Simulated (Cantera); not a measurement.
Charge: 1 mol Cu2O, 400 mol H2, 0.39 mol H2O, held at 3.10 bar.

Cantera equilibrium calculation (NASA polynomials, part measured and part estimated; ideal gas, pure solids and liquids). Candidate condensed phases: Cu, CuO, Cu(OH)2, Cu2O, H2O; 12 gas species. The numbers say what is thermodynamically allowed, not how fast it happens.

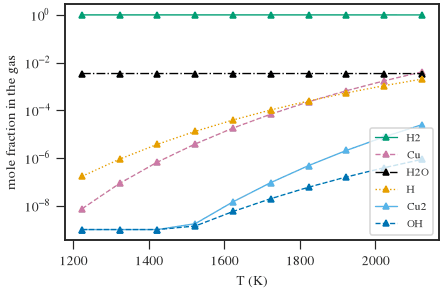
Fig. 1. Equilibrium gas composition (values under 1e-9 drawn at 1e-9)

**Question.** Read off the mole fractions at 1723 K.

**Answer.** H2 about 1.00, H2O about 0.0035, H about 0.00010, Cu about 6.9e-5, Cu2 about 9.3e-8, OH about 2.0e-8.
